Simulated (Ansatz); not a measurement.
# KVSe3 (model cell, started as cubic perovskite with V in the octahedra): a soft mode frozen in

Which phase does KVSe3 (model cell, started as cubic perovskite with V in the octahedra) fall into along its unstable mode, and how much energy does it gain?

Calculated with Ansatz 0.2.0; DFT PBEsol, scalar-relativistic, plane waves, PAW; PAW set soft_1.

The structure was built from a prototype and need not be the compound's stable phase.

### Step 1. The starting structure

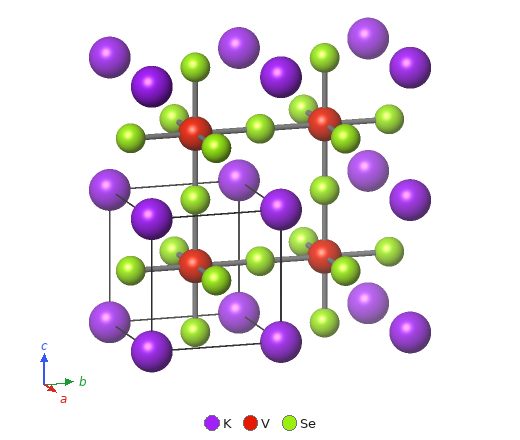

The cell as given, slightly off an axis (potassium purple, vanadium red, selenium green). 1×2×2 cells are drawn. Some periodic images of atoms are drawn too.

### Step 2. Response at finite wavevector

The cell comes from relaxations at this level that are not shown. Stability and thermal properties need the whole zone. Linear response on a 2×2×2 q mesh gives force constants as far as a supercell of that size would.

The input, input.yaml:

```yaml
crystal:
  lattice:
    - [4.8592117424, 0.0, 0.0]
    - [0.0, 4.8592117424, 0.0]
    - [0.0, 0.0, 4.8592117424]
  atoms:
    - { symbol: K, position: [0.0, 0.0, 0.0] }
    - { symbol: V, position: [0.5, 0.5, 0.5] }
    - { symbol: Se, position: [0.5, 0.5, 0.0] }
    - { symbol: Se, position: [0.5, 0.0, 0.5] }
    - { symbol: Se, position: [0.0, 0.5, 0.5] }
kpoints:
  mp_grid: { grid: [8, 8, 8] }
hamiltonian:
  xc: pbesol
  pseudopotentials: { kind: paw, azcp: { folder: soft_1 }, xc_functional: pbe }
scf:
  occupations: { method: methfessel_paxton, width: 0.2 }
output:
  eigenvalues: true
phonons:
  method: dfpt
  qmesh: [2, 2, 2]
  temperatures: { t_max: 1000, t_step: 50 }
  qpath:
    path:
      - [[0.0, 0.0, 0.0], [0.0, 0.5, 0.0], [0.5, 0.5, 0.0], [0.0, 0.0, 0.0], [0.5, 0.5, 0.5], [0.0, 0.5, 0.0]]
      - [[0.5, 0.5, 0.5], [0.5, 0.5, 0.0]]
    npoints: 10
```

Launch:

```sh
> ansatz run input.yaml --threads 8 --pin off --max-ram 16384MiB --backend cpu --events-out ev --progress --plain --runs-dir out
```

Numbers of over 12 decimals in the logs are rounded to 6 here.

The program printed:

```text
Engine: ansatz 0.2.0, aarch64-unknown-linux-gnu
Pseudopotentials: kind: paw
Pseudopotential: K, paw, valence charge 9, recommended cutoff 420 eV (normal), soft_1/K.paw.azcp
Pseudopotential: V, paw, valence charge 13, recommended cutoff 420 eV (normal), soft_1/V.paw.azcp
Pseudopotential: Se, paw, valence charge 16, recommended cutoff 420 eV (normal), soft_1/Se.paw.azcp
Functional definition: PBEsol
  exchange = pbesol_x
  correlation = pbesol_c
Crystal: 5 atoms, lattice volume = 114.735 Å³
Basis set: ecut = 420 eV, 2205 PW (Γ), exchange–correlation on 72×72×72 points (8 copies of the dense FFT grid, shifted against one another)
Bands: 42, of which v1, the nominal top of the filled ones, is band 35 counted from 1 (34 counted from 0)
Symmetry: 48 space group operations
k-points: 35 of 512
Non-local potential: K, projectors of the file, l = 0: 3, l = 1: 2, l = 2: 2
Non-local potential: V, projectors of the file, l = 0: 3, l = 1: 2, l = 2: 3, l = 3: 1
Non-local potential: Se, projectors of the file, l = 0: 2, l = 1: 2, l = 2: 3, l = 3: 1
PAW form: soft (Blöchl's): semilocal exchange-correlation on the pseudo side does not see the compensation charge
PAW frozen core: K, regenerated for the run's functional, and the local potential with it (the file was generated under x = pbe(κ = 0.804, μ = 0.219515), c = pbe(β = 0.066725))
PAW frozen core: V, regenerated for the run's functional, and the local potential with it (the file was generated under x = pbe(κ = 0.804, μ = 0.219515), c = pbe(β = 0.066725))
PAW frozen core: Se, regenerated for the run's functional, and the local potential with it (the file was generated under x = pbe(κ = 0.804, μ = 0.219515), c = pbe(β = 0.066725))
PAW one-centre angular grid: K, 110 points (default); XC on 64 Gauss nodes
PAW one-centre angular grid: V, 590 points (default); XC on 64 Gauss nodes
PAW one-centre angular grid: Se, 590 points (default); XC on 64 Gauss nodes
Initial density: superposition of atomic densities (chi_scale 0.1, normalization cell, long waves kept (reshape's long-wave potential 0.00 eV rms))
Initial wavefunctions: pseudopotential atomic-orbital guess
Functional: x = pbesol(κ = 0.804, μ = 0.123457), c = pbesol(β = 0.046)
SCF iter   1: F=—  HF=-20681.448303 eV  |F-HF|=—  |Δ(HF+E_count)|=         —  Δρ=1.99e-1  dr2=7.56e1  ethr=3.10e-3  ⟨swp⟩=7.3  Hψ=5475  notcnv=0
preconditioner: auto → Kerker (q_TF=auto, 2.513 Å⁻¹)  [metal: Δε(μ)=0.037 eV  Ē_g=9.270 eV  σ=0.200 eV  W_gap=0.16  n_scr=26 (ndim 8)  ℏωp=19.0 eV  f_vac=0.002  D(μ)=9.28/eV (n_scr^D=92)]
SCF iter   2: F=—  HF=-20678.177254 eV  |F-HF|=—  |Δ(HF+E_count)|=    3.27e0  S|Δr|=    0.00e0  Δρ=7.91e-2  dr2=1.34e1  ethr=3.10e-3  ⟨swp⟩=2.5  Hψ=2460  notcnv=0  defer=11
SCF iter   3: F=—  HF=-20677.105980 eV  |F-HF|=—  |Δ(HF+E_count)|=    1.07e0  S|Δr|=    0.00e0  Δρ=2.23e-2  dr2=1.05e0  ethr=3.10e-3  ⟨swp⟩=2.7  Hψ=2242  notcnv=0  defer=11
SCF iter   4: F=—  HF=-20677.019063 eV  |F-HF|=—  |Δ(HF+E_count)|=   8.69e-2  S|Δr|=    0.00e0  Δρ=3.79e-3  dr2=2.64e-2  ethr=1.50e-3  ⟨swp⟩=2.3  Hψ=1861  notcnv=0
SCF iter   5: F=—  HF=-20677.014710 eV  |F-HF|=—  |Δ(HF+E_count)|=   4.35e-3  S|Δr|=    0.00e0  Δρ=1.40e-3  dr2=5.30e-3  ethr=3.77e-5  ⟨swp⟩=2.1  Hψ=1949  notcnv=0
SCF iter   6: F=—  HF=-20677.014198 eV  |F-HF|=—  |Δ(HF+E_count)|=   5.12e-4  S|Δr|=    0.00e0  Δρ=6.49e-4  dr2=1.04e-3  ethr=7.57e-6  ⟨swp⟩=2.0  Hψ=2626  notcnv=0
SCF iter   7: F=—  HF=-20677.013876 eV  |F-HF|=—  |Δ(HF+E_count)|=   3.22e-4  S|Δr|=    0.00e0  Δρ=4.22e-4  dr2=4.02e-4  ethr=1.48e-6  ⟨swp⟩=2.7  Hψ=2391  notcnv=0
SCF iter   8: F=—  HF=-20677.013864 eV  |F-HF|=—  |Δ(HF+E_count)|=   1.19e-5  S|Δr|=    0.00e0  Δρ=1.72e-4  dr2=6.80e-5  ethr=5.75e-7  ⟨swp⟩=1.0  Hψ=1470  notcnv=0
SCF iter   9: F=—  HF=-20677.013859 eV  |F-HF|=—  |Δ(HF+E_count)|=   4.72e-6  S|Δr|=    0.00e0  Δρ=2.28e-5  dr2=1.16e-6  ethr=9.71e-8  ⟨swp⟩=1.7  Hψ=1568  notcnv=0
SCF iter  10: F=—  HF=-20677.013862 eV  |F-HF|=—  |Δ(HF+E_count)|=   3.40e-6  S|Δr|=    0.00e0  Δρ=1.03e-5  dr2=1.95e-7  ethr=1.66e-9  ⟨swp⟩=2.0  Hψ=1927  notcnv=0
[...]
SCF iter  13: F=—  HF=-20677.013862 eV  |F-HF|=—  |Δ(HF+E_count)|=  2.62e-10  S|Δr|=    0.00e0  Δρ=1.54e-7  dr2=2.71e-11  ethr=1.00e-12  ⟨swp⟩=2.0  Hψ=2630  notcnv=0
SCF iter  14: F=-20677.013862 eV  HF=-20677.013862 eV  |F-HF|=3.64e-12  |Δ(HF+E_count)|=  7.28e-12  S|Δr|=    0.00e0  Δρ=2.86e-8  dr2=1.27e-12  ethr=1.00e-12  ⟨swp⟩=6.2  Hψ=6769  notcnv=0
SCF 1 converged in 14 iterations: F = -20677.013862 eV  dr2 = 1.27e-12
  greatest PAW one-centre occupation: 1.000 electrons in one spin orbital (limit 2), on the Se atom at site 4 (counted from 0), in its partial waves of l = 2
Initial density: read from a saved state, or passed on in memory by an earlier SCF of this step, an earlier step, the calling program or the single point that the run made first
iter 1 solved again at ethr=2.09e-7 eV; its pass at ethr=3.10e-3 eV (dr2=1.46e-4 eV) is discarded
SCF iter   1: F=—  HF=-20677.013860 eV  |F-HF|=—  |Δ(HF+E_count)|=         —  Δρ=7.36e-7  dr2=7.92e-10  ethr=2.09e-7  ⟨swp⟩=3.0  Hψ=8511  notcnv=0
eigensolver tolerance schedule: the retry pair's looser diagonalisation over-reported the residual by 184289.05 of it (diagonalisation noise at an unbounded share of the residual, at the tolerance the schedule requests for it); recorded, not acted on — ethr = c·dr2/N_el stays at c = 1.0e-1
preconditioner: auto → LDOS  [metal: Δε(μ)=0.086 eV  Ē_g=9.299 eV  σ=0.200 eV  W_gap=0.35  n_scr=26 (ndim 8)  ℏωp=19.0 eV  f_vac=0.028  D(μ)=3.08/eV (n_scr^D=18)  β→1.0]
SCF iter   2: F=—  HF=-20677.013862 eV  |F-HF|=—  |Δ(HF+E_count)|=   2.46e-6  S|Δr|=    0.00e0  Δρ=8.75e-7  dr2=1.00e-9  ethr=1.13e-12  ⟨swp⟩=3.2  Hψ=4016  notcnv=0
SCF iter   3: F=—  HF=-20677.013862 eV  |F-HF|=—  |Δ(HF+E_count)|=  3.06e-10  S|Δr|=    0.00e0  Δρ=4.62e-7  dr2=3.74e-10  ethr=1.13e-12  ⟨swp⟩=2.0  Hψ=2120  notcnv=0
SCF iter   4: F=—  HF=-20677.013862 eV  |F-HF|=—  |Δ(HF+E_count)|=  2.18e-11  S|Δr|=    0.00e0  Δρ=3.26e-7  dr2=1.60e-10  ethr=1.00e-12  ⟨swp⟩=1.0  Hψ=1470  notcnv=0
SCF iter   5: F=—  HF=-20677.013862 eV  |F-HF|=—  |Δ(HF+E_count)|=  3.27e-11  S|Δr|=    0.00e0  Δρ=1.75e-7  dr2=4.45e-11  ethr=1.00e-12  ⟨swp⟩=1.0  Hψ=1470  notcnv=0
SCF iter   6: F=—  HF=-20677.013862 eV  |F-HF|=—  |Δ(HF+E_count)|=  7.28e-12  S|Δr|=    0.00e0  Δρ=1.04e-7  dr2=1.53e-11  ethr=1.00e-12  ⟨swp⟩=1.0  Hψ=1470  notcnv=0
SCF iter   7: F=-20677.013862 eV  HF=-20677.013862 eV  |F-HF|=0.00e0  |Δ(HF+E_count)|=  3.64e-12  S|Δr|=    0.00e0  Δρ=5.08e-8  dr2=3.90e-12  ethr=1.00e-12  ⟨swp⟩=2.5  Hψ=3076  notcnv=0
SCF 2 converged in 7 iterations: F = -20677.013862 eV  dr2 = 3.90e-12
  greatest PAW one-centre occupation: 1.000 electrons in one spin orbital (limit 2), on the Se atom at site 3 (counted from 0), in its partial waves of l = 2
phonons: the bands overlap, so this run is a metal and interpolates without the dipole-dipole term. If the crystal is really an insulator or semiconductor, its LO-TO splitting is missing
NSCF: frozen V_eff on 35 k-points
WARN: eigensolver did not converge (k=9): 1 band(s) unlocked after 20 sweeps at ethr=1.05e-12 eV (storage-precision floor; scheduled 1.00e-12 eV) (lowest unlocked band 41, counted from 0; max residual 1.69e-4 eV among the unlocked bands, 1.69e-4 eV over every band; other slots of this pass that fall short are told together in one closing line; warning suppressed until the next SCF loop or pass starts)
WARN: eigensolver did not converge in 10 slots of this pass, the one above among them; of largest residual over every band (k=12): 1 band(s) unlocked (lowest unlocked band 41, counted from 0; max residual 6.52e-4 eV among the unlocked bands, 6.52e-4 eV over every band); of lowest unlocked band (k=9): band 41
NSCF: frozen V_eff on 125 k-points
DFPT response loops at q = (0, 0, 0) (fractional): preconditioner auto → Kerker (q_TF=auto, 2.513 Å⁻¹) (partly filled bands, converged f_vac=0.028); β = 1.00, the filter's whole step (`scf.mixing.beta` (0.50) is not read by the response loops under this deck's `scf.mixing.preconditioner`; to damp them name `kerker` or `kerker_dos`, under which they read `scf.mixing.beta`, and type it under 1.00, their step now; both keys bind the ground state too); Broyden in place of MSR1
NSCF: frozen V_eff on 250 k-points
DFPT response loops at q = (0, 0, -0.5) (fractional): mixed as the last ones told, above
NSCF: frozen V_eff on 250 k-points
DFPT response loops at q = (0, -0.5, -0.5) (fractional): mixed as the last ones told, above
NSCF: frozen V_eff on 250 k-points
DFPT response loops at q = (-0.5, -0.5, -0.5) (fractional): mixed as the last ones told, above
SCF converged after 14 iterations
Stability not checked: this state was not tested for a lower state beside it, because cold or Methfessel-Paxton smearing, or corrected tetrahedra, fill the levels in a way that the test cannot read (fill_not_monotonic; see scf.lower_state_search)
Free energy (F): -20677.013862 eV
Harris-Foulkes:  -20677.013862 eV  (|F-HF|=3.64e-12)
Internal energy: -20677.022411 eV  (E = F + TS)
E sigma→0 (E₀):  -20677.015999 eV
Entropy (-TS):   0.008548 eV (1.710 meV/atom)
Fermi energy:    8.381485 eV
--- Per-component energies (eV) ---
  E_band       = -1468.836024
  E_kinetic    = 884.113794
  E_local      = -10347.039589  (includes V_loc(G=0)·N_el)
  E_nonlocal   = -962.272521
  E_hartree    = 5173.561292
  E_xc         = -502.038245
  E_vxc        = -580.779797  (∫ρ·V_xc dr)
  E_paw        = -8120.068435  (= ΣΔE_a)
  E_vpaw       = -809.980430  (= ΣTr[D̂ρ^β])
  E_aug_tail   = 0.000047  (compensation charges beyond the density's cutoff)
  E_ewald      = -6806.561674
  E_core_change = 3.282920  (= ΣΔE_core)
  E_smearing   = 0.008548  (= −TS)
  E_closure    = 0.000000  (closes the sum)
  Σ components = -20677.013862   (vs F -20677.013862, Δ=0.00e0)
--- Band table (eV; the first three rows and the last of 35) ---
  k-point 0: bands = [... 31 lower, 7.2256, 7.4402, 7.4402, 7.4402, 8.2429, 8.2429, 8.2429, 8.6186, ... 3 higher]
  k-point 1: bands = [... 31 lower, 7.0921, 7.4459, 7.5086, 7.7292, 7.7292, 8.4246, 8.4246, 8.6263, ... 3 higher]
  k-point 2: bands = [... 31 lower, 6.6228, 6.8090, 7.4595, 7.8063, 7.8063, 8.6389, 8.8347, 8.8347, ... 3 higher]
  k-point 34: bands = [... 31 lower, 4.5019, 8.8920, 8.8920, 8.8920, 9.1406, 9.1406, 9.1406, 12.0065, ... 3 higher]
--- Phonons (Γ-DFPT): 4 representative perturbations + reference (Σ response iterations 12) ---
  ASR residual: 4.698e-5 → 0.000e0 eV/Å²; symmetrization residual: 3.863e-6 eV/Å²
  ASR residual per site (eV/Å²): 2.49e-6 9.00e-6 4.70e-5 4.70e-5 4.70e-5
  Γ frequencies (cm⁻¹): -105.65 -105.65 -105.65 0.00 0.00 0.00 64.10 64.10 64.10 107.20 107.20 107.20 210.76 210.76 210.76
--- Phonons (arbitrary-q DFPT): 4 irreducible q on the 2×2×2 mesh ---
  q = [0.0000, 0.0000, 0.0000] (star 1, of the zone-centre solve; hermiticity 8.57e-7, symmetrization 9.06e-12): -105.65 -105.65 -105.65 -0.00 -0.00 0.00 64.10 64.10 64.10 107.20 107.20 107.20 210.76 210.76 210.76
  q = [0.0000, 0.0000, -0.5000] (star 3, 9 solved perturbations in 975 linear systems a pass and spin channel, the states on 125 of 512 k-point pairs; hermiticity 3.15e-7, symmetrization 3.22e-12): -100.32 -100.32 47.80 47.80 75.42 75.47 79.16 79.16 102.11 117.34 117.34 147.21 201.72 201.72 211.51
  q = [0.0000, -0.5000, -0.5000] (star 3, 9 solved perturbations in 975 linear systems a pass and spin channel, the states on 125 of 512 k-point pairs; hermiticity 1.29e-6, symmetrization 2.50e-12): -99.23 40.30 62.02 62.02 82.49 97.86 98.02 98.02 100.00 100.00 136.16 148.11 148.11 190.82 234.74
  q = [-0.5000, -0.5000, -0.5000] (star 1, 4 solved perturbations in 350 linear systems a pass and spin channel, the states on 125 of 512 k-point pairs; hermiticity 1.35e-6, symmetrization 2.63e-11): -80.47 -80.47 40.38 40.38 40.38 87.77 87.77 87.77 126.30 126.30 126.30 146.69 146.69 146.69 256.40
  sum rule: each row above includes the acoustic sum rule's correction from the zone centre's row sums; it moved no ω² by more than (0.40 cm⁻¹)²
  mesh force constants: q→R imaginary residual 2.79e-18; ASR residual 4.698e-5 → 0.000e0 eV/Å²; symmetrization residual 8.882e-15 eV/Å²
  interpolated dispersion: 62 rows × 15 modes
  density of states and harmonic sums: on the 14×14×14 q-mesh, interpolated from the force constants of a 2×2×2 supercell (no non-analytic term)
  largest difference from the sums on the solved wave vectors: F 1.67e-1 eV, S 2.07e-4 and C_V 5.36e-5 eV/K
  zero-point energy: 0.090890 eV/cell   skipped modes (ω ≤ 0): 211, of them read as no rigid motion or as one in doubt: 208 (1.657e0 modes/cell left out, lowest -105.65 cm⁻¹)   left out of the sums: 1.11e-1 of the cell's modes: C_V's classical limit lies that fraction below 3 k_B per atom; for a crystal, a wire or a layer, F and S can be off by more, and a phonons.interpolated_qmesh denser along its periods is the remedy for the sampling
```

Run time: 3.4 min. Hardware: 8 threads of Arm Neoverse V2, shared host; peak memory 1.9 GiB; 26 min of CPU time.

In the SCF lines HF is the Harris–Foulkes energy and dr2 the Hartree energy of the density residual, in eV; the loop may stop once dr2 is under the threshold and the program's other checks hold. Hψ counts applications of the Hamiltonian.

Numbers from this step:

```yaml
volume_per_atom: 22.95 Å³
gap_on_the_k_mesh: 0 eV
sum_rule_residual_before_enforcement: 4.70e-5 eV/Å²
lowest_frequency_on_the_path: -105.6 cm⁻¹
point_group: m-3m
highest_frequency_on_the_path_or_at_a_solved_wavevector: 256.4 cm⁻¹
highest_optical_mode_at_the_zone_centre_no_lo_to_term: 210.8 cm⁻¹
lowest_optical_zone_centre_mode: -105.7 cm⁻¹
lowest_mode_on_the_q_mesh_acoustic_modes_at_gamma_apart: -105.7 cm⁻¹
```

Frequencies (cm⁻¹) solved at each irreducible wavevector; negative means imaginary. Frequencies by wavevector, by row:

```
q in reciprocal lattice units  star  mode 1  mode 2  mode 3  mode 4  mode 13  mode 14  mode 15
                        0 0 0     1  -105.7  -105.7  -105.7       0    210.8    210.8    210.8
                     0 0 -0.5     3  -100.3  -100.3    47.8    47.8    201.7    201.7    211.5
                  0 -0.5 -0.5     3   -99.2    40.3      62      62    148.1    190.8    234.7
               -0.5 -0.5 -0.5     1   -80.5   -80.5    40.4    40.4    146.7    146.7    256.4
```

Interpolated from a 2×2×2 q mesh. The phonon branches at the labelled points (cm⁻¹):

```
    point  branch 1  branch 2  branch 3  branch 4  branch 12  branch 13  branch 14  branch 15
        Γ      -106      -106      -106         0        107        211        211        211
        X      -100      -100        48        48        147        202        202        212
        M       -99        40        62        62        148        148        191        235
        Γ      -106      -106      -106         0        107        211        211        211
        R       -80       -80        40        40        147        147        147        256
        X      -100      -100        48        48        147        202        202        212
jump to R       -80       -80        40        40        147        147        147        256
        M       -99        40        62        62        148        148        191        235
```

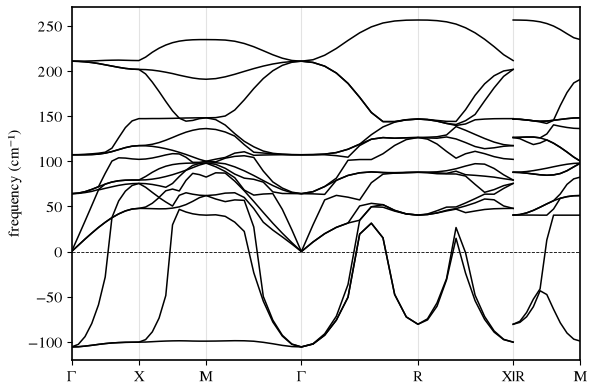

Phonon branches along the path.

Symmetry leaves 4 wavevectors to solve. The lowest mode among them, the acoustic zeros apart, lies at Γ and is imaginary, 105.7i cm⁻¹, so the energy falls along it.

### Step 3. The mode frozen in, largest atomic shift 0 Å

The mode followed lies at q = (0, 0, -0.5) with frequency 100.3i cm⁻¹ and is 2-fold degenerate, one of the unstable modes though not the softest. At small amplitude the distorted cell has space group no. 63 by a symmetry search on the positions. The undistorted cell that holds it gives the zero of energy on the same k mesh.

System of this step: KVSe3 (model cell, started as cubic perovskite with V in the octahedra). Symmetry: Pm-3m, No. 221, cubic system. Conventional cell: a = 4.859 Å, b = 4.859 Å, c = 4.859 Å, α = 90.00°, β = 90.00°, γ = 90.00°. Nearest to K lie 12 Se at 3.44 Å. Nearest to V lie 6 Se at 2.43 Å. Se has 2 V at 2.43 Å and 4 K at 3.44 Å nearest. Nearest to Se lie 2 V at 2.43 Å and 4 K at 3.44 Å. Farther neighbours and most contacts between anions are not listed.

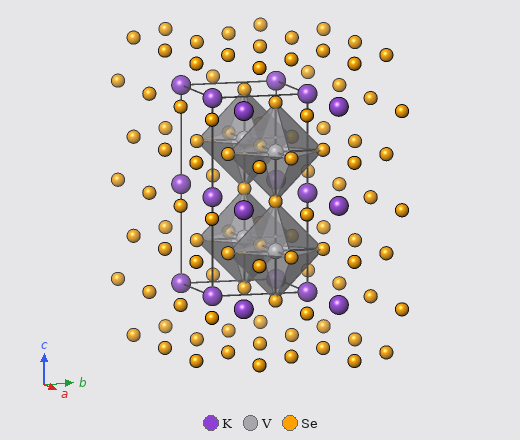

The cell of this step (potassium purple, vanadium grey, selenium orange). 2×1×1 cells are drawn. Some periodic images of atoms are drawn too.

The input, input.yaml:

```yaml
crystal:
  lattice:
    - [4.8592117424, 0.0, 0.0]
    - [0.0, 4.8592117424, 0.0]
    - [0.0, 0.0, 9.7184234848]
  atoms:
    - { symbol: K, position: [0.0, 0.0, 0.0] }
    - { symbol: K, position: [0.0, 0.0, 0.5] }
    - { symbol: V, position: [0.5, 0.5, 0.25] }
    - { symbol: V, position: [0.5, 0.5, 0.75] }
    - { symbol: Se, position: [0.5, 0.5, 0.0] }
    - { symbol: Se, position: [0.5, 0.5, 0.5] }
    - { symbol: Se, position: [0.5, 0.0, 0.25] }
    - { symbol: Se, position: [0.5, 0.0, 0.75] }
    - { symbol: Se, position: [0.0, 0.5, 0.25] }
    - { symbol: Se, position: [0.0, 0.5, 0.75] }
kpoints:
  mp_grid: { grid: [8, 8, 4] }
hamiltonian:
  xc: pbesol
  pseudopotentials: { kind: paw, azcp: { folder: soft_1 }, xc_functional: pbe }
scf:
  occupations: { method: methfessel_paxton, width: 0.2 }
output:
  forces: true
  stress: true
  eigenvalues: true
```

The program printed:

```text
[...]
Crystal: 10 atoms, lattice volume = 229.471 Å³
Basis set: ecut = 420 eV, 4445 PW (Γ), exchange–correlation on 72×72×144 points (8 copies of the dense FFT grid, shifted against one another)
Bands: 84, of which v1, the nominal top of the filled ones, is band 70 counted from 1 (69 counted from 0)
Symmetry: 32 space group operations
[...]
k-points: 45 of 256
[...]
k-point 0: bands = [... 66 lower, 7.4403, 7.4403, 7.4790, 7.7933, 7.7933, 8.2430, 8.2430, 8.2430, ... 10 higher]
  k-point 1: bands = [... 66 lower, 7.4733, 7.5086, 7.7293, 7.7293, 7.8006, 7.8006, 8.4247, 8.4247, ... 10 higher]
  k-point 2: bands = [... 66 lower, 7.4596, 7.4596, 7.8064, 7.8064, 7.8064, 7.8064, 8.6390, 8.6390, ... 10 higher]
  k-point 44: bands = [... 66 lower, 7.7866, 7.7866, 8.8507, 8.8507, 9.0724, 9.0724, 9.1566, 9.1566, ... 10 higher]
[key lines of the parts left out:]
SCF converged after 11 iterations
Free energy (F): -41354.027725 eV
Fermi energy:    8.381536 eV
P = ⅓ Tr σ = 0.0009 GPa (0.009 kbar)
```

Elapsed: 6.7 s, on 8 threads; peak memory 1.4 GiB.

This step gave:

```yaml
pressure: 8.63e-4 GPa
energy_from_the_undistorted_cell: 0 meV/atom
```

The run ends at a pressure of 0.00 GPa.

(Continued in part 2 of 3.)

[Logs are printed without paths, hosts, clocks, repeated set-up lines and the standing remarks that a program may print on its own settings, such as how far it seeks lower states.]

[Hosts, paths, dates, database ids (printed as entryN), source tags and the programs' standing remarks are cut or masked in the printed files.]
